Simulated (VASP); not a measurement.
Band structure of SnSe (relaxed from the GeS structure, space group Pnma). Method: PBE GGA, VASP's PBE PAW potentials (set 64) (plane waves; VASP).

Without a dispersion term in the relaxation, distances and binding between the weakly bound layers, chains or molecules are unreliable, and so is what depends on them. Unless said otherwise, spin-orbit coupling is left out, though it shifts the bands of the heavy elements here.

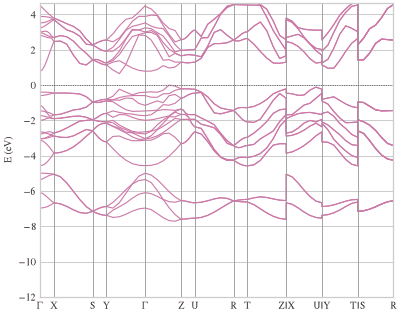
Bands along high-symmetry lines, zero at the valence-band maximum or, without a gap, the Fermi level

Question: Read the plot: is there a gap, and where are the band edges?

Answer: The gap is indirect, 0.65 eV, from the valence maximum at Γ-Z at 0.67 to the conduction minimum at Y-Γ at 0.33. (Edges off the drawn lines would not show.)

The structure was generated: SnSe was put into the GeS type (Pnma), which need not be its known phase. It was relaxed first.
